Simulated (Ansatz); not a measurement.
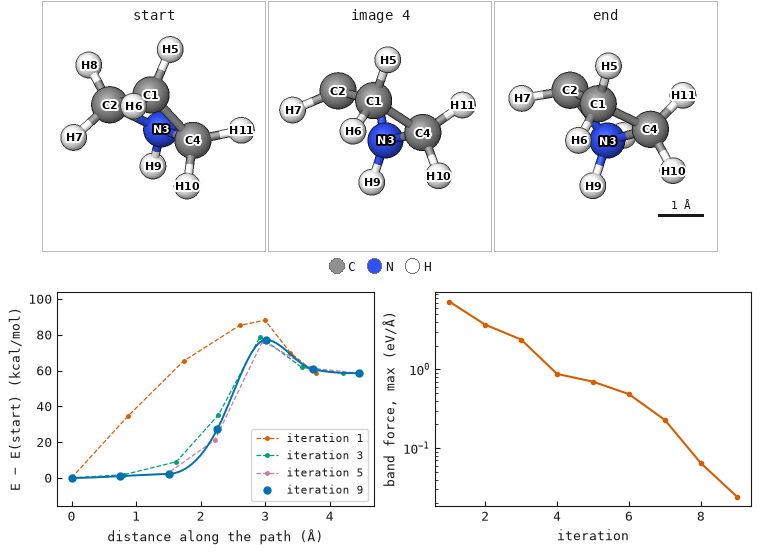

A search for the minimum-energy path of C3H7N by the nudged elastic band. Images are numbered from 0 (start) to 6 (end). The plot follows the band through its iterations. Style: ball-and-stick. Shown from a free direction.

Theory: Ansatz, RKS PBE/def2-SVP. Settings: 5 movable images; climbing image; force threshold 0.05 eV/Å; iteration limit 60; starting path through a guess of the saddle point.

**How did the profile develop, and is the result final?**

The result is final at these settings. The band converged in 9 iterations. The largest component of the band force went from 7.2 to 0.024 eV/Å. The climbing image converged on the top of the path. Its vibrational analysis gives one imaginary mode (1231i cm⁻¹), as a transition state must have. The first iteration put the highest image at 88.2 kcal/mol. Forward barrier 77.2 kcal/mol, backward barrier 18.7 kcal/mol, with image 4 at the top; the reaction energy is +58.5 kcal/mol.

The run took 74 s on 2 threads of Intel(R) Xeon(R) Platinum 8259CL CPU @ 2.50GHz (Skylake/Cascade Lake), on a shared host, peak memory 0.19 GiB.
